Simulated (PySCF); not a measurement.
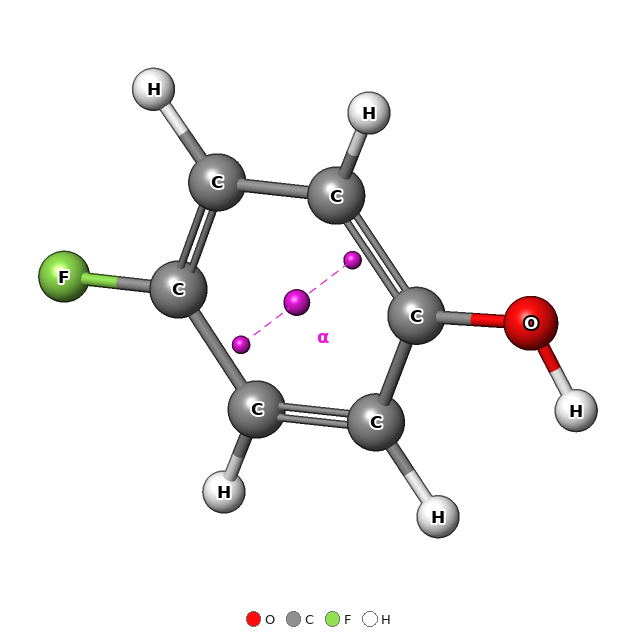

The small points mark where nucleus-independent chemical shifts (NICS) were computed: at the centre of each lettered ring and 1 Å above and below it. Computed geometry: PBE0-D3(BJ)/def2-SVP optimisation. No frequency run is at hand to confirm it as a minimum. Level of theory: GIAO PBE0/cc-pVTZ NMR shielding, non-relativistic, gas phase (PySCF 2.14.0).

Give NICS(0), NICS(1) and the out-of-plane component NICS(1)zz for each ring (means of the two sides).

| ring | members | NICS(0) | NICS(1) | NICS(1)zz |
| --- | --- | --- | --- | --- |
| α | C6 | −10.7 | −9.8 | −26.0 |

Values in ppm.

What do the values say about the ring currents?

Ring α: diatropic, as in an aromatic ring. NICS is one index among several.
